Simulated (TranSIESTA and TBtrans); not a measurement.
Junction: Na chain with a Cl atom beside one bond. Leads: straight Na chain, spacing 3.3 Å. Geometry: as built, not relaxed.

TranSIESTA and TBtrans, PBE, DZ numerical orbitals (energy shift 0.15 eV), PseudoDojo norm-conserving scalar-relativistic potentials, mesh cutoff 200 Ry, 300 K, no spin polarisation, no spin-orbit coupling; self-consistent non-equilibrium Green functions.

Energies count from the leads' Fermi level. Transmissions are for one spin of a degenerate pair. The energy step is 0.01 eV; narrower resonances are cut or missed.

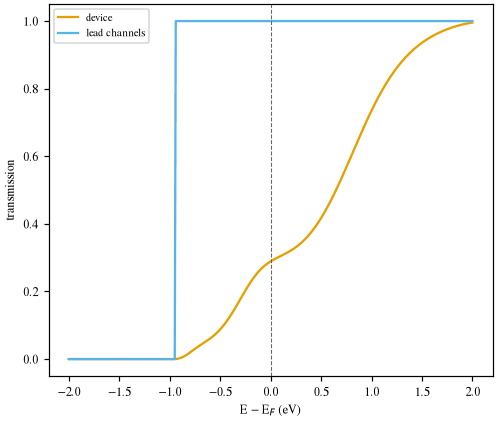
Figure: Transmission against energy

```tsv
E (eV)	T	lead channels
-2.00	0	0
-1.80	0	0
-1.60	0	0
-1.40	0	0
-1.20	0	0
-1.00	0	0
-0.80	0.019	1
-0.60	0.061	1
-0.40	0.13	1
-0.20	0.23	1
0.00	0.29	1
0.20	0.32	1
0.40	0.37	1
0.60	0.47	1
0.80	0.60	1
1.00	0.74	1
1.20	0.84	1
1.40	0.91	1
1.60	0.95	1
1.80	0.98	1
2.00	1.00	1
```

The straight chain is held at its spacing; free chains may zigzag or dimerise. No spin-polarised start was tried, so a magnetic state, if there is one, is missed.
